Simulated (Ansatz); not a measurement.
# Pressure series in CdS

The reference is CdS in the zinc blende structure (space group F-43m, No. 216).

```
CdS
1.0
    0.00000     2.93953     2.93953
    2.93953     0.00000     2.93953
    2.93953     2.93953     0.00000
S Cd
1 1
Cartesian
  4.40930   4.40930   4.40930
  0.00000   0.00000   0.00000
```

Cell and atoms are relaxed at each pressure.

Level of theory: r2SCAN (Ansatz, a quantum-chemistry and plane-wave program; PAW; 500 eV plane waves; no SOC), earlier PAW set.

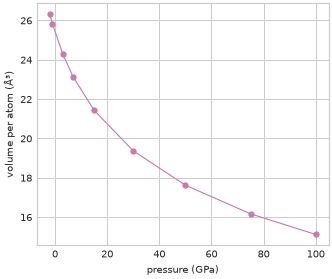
Figure: Volume against pressure

Problem. Estimate the zero-pressure bulk modulus from the plot.

Solution. About 61 GPa; a third-order Birch–Murnaghan fit to the points gives V₀ = 25.39 Å³/atom, B₀ = 61 GPa and B₀′ = 4.4.

Between the base and pressure 7 GPa the gap moves from 1.54 eV to 1.75 eV, a mean slope of 30 meV/GPa.

Load acts through the strain it causes; cell and atoms are relaxed under it. Whether these cells are dynamically stable was not tested. Tetrahedral semiconductors of this kind turn to denser phases somewhere between about 1 and 50 GPa; those were not computed, so compressed cells here can lie past the real transition.
